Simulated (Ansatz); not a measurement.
Convergence study of shifted k-point meshes for NaTl (R3m, 4 atoms in the cell)

```
CELL_PARAMETERS angstrom
      0.00000     3.75057     3.75057
      3.75057     0.00000     3.75057
      3.75057     3.75057     0.00000
ATOMIC_POSITIONS crystal
  Na 0.50385 0.50385 0.50385
  Na 0.75000 0.75000 0.75000
  Tl 0.00000 0.00000 0.00000
  Tl 0.25000 0.25000 0.25000
```

Computed with LDA (PW92), default PAW files made with PBE (plane waves; Ansatz, a program for electronic structure).

Base settings: basis.ecutwfc = 420 eV; kpoints.mp_grid.grid = 8 8 8; hamiltonian.xc = lda; hamiltonian.pseudopotentials = {kind: paw} (the program's default PAW files); scf.occupations.method = gaussian; scf.occupations.width = 0.1 eV.

In this ladder: kpoints.mp_grid.shift = 0.5 0.5 0.5.

Only quantities that move along the ladder and can be compared are tabulated.

The count of work is k-points × plane waves × bands × iterations; it is no time. Core times come from one kind of shared machine, to one figure; runs under 30 s give none.

The starting cell comes from a database of computed structures (which also holds hypothetical and non-ambient phases and stackings), without a prior relaxation at this level. Its lattice was rescaled by up to half a per cent. One atom was moved a little off its site on purpose. Ansatz's pressure includes its estimate of the finite-basis (Pulay) stress.

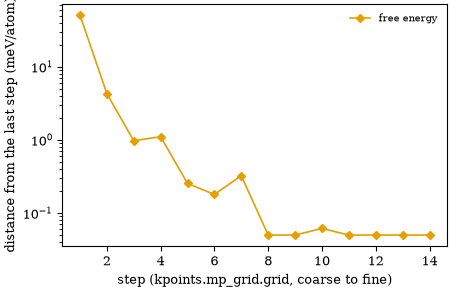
Figure. Distance from the last step along the ladder; very small values are drawn at a floor.

```csv
kpoints.mp_grid.grid,free energy less the last step's (meV/atom),pressure (GPa),largest difference of a force vector from the last step's (eV/Å),count of work / last,core time / last (rough)
2 2 2,50.93,-1.32,0.041,0.0012,–
3 3 3,4.30,-1.78,0.108,0.0035,–
4 4 4,0.97,-1.64,0.084,0.0058,–
5 5 5,-1.11,-1.75,0.045,0.011,–
6 6 6,0.25,-1.70,0.040,0.019,–
7 7 7,-0.18,-1.69,0.020,0.030,–
8 8 8,-0.32,-1.73,0.035,0.041,–
9 9 9,-0.01,-1.73,0.023,0.058,–
10 10 10,0.03,-1.72,0.007,0.075,–
11 11 11,0.06,-1.72,0.001,0.099,0.1
12 12 12,0.02,-1.72,0.003,0.12,0.1
15 15 15,-0.02,-1.72,0.001,0.23,0.2
18 18 18,0.01,-1.72,0.005,0.39,0.4
23 23 23,0.00,-1.72,0.001,0.79,0.8
25 25 25,0.00,-1.72,0.000,1.0,1
```

Coarsest kpoints.mp_grid.grid that holds the free energy within 5 meV/atom of the last step, with all finer ones: 3 3 3, at 0.0035 of the last step's count of work; the step before is off by 51 meV/atom.

Coarsest kpoints.mp_grid.grid that holds the pressure within 0.1 GPa of the last step, with all finer ones: 3 3 3, at 0.0035 of the last step's count of work; the step before is off by 0.39 GPa.

Coarsest kpoints.mp_grid.grid that holds the forces within 0.01 eV/Å of the last step, with all finer ones: 10 10 10, at 0.075 of the last step's count of work; the step before is off by 0.023 eV/Å.

Keys are those of Ansatz 0.2.
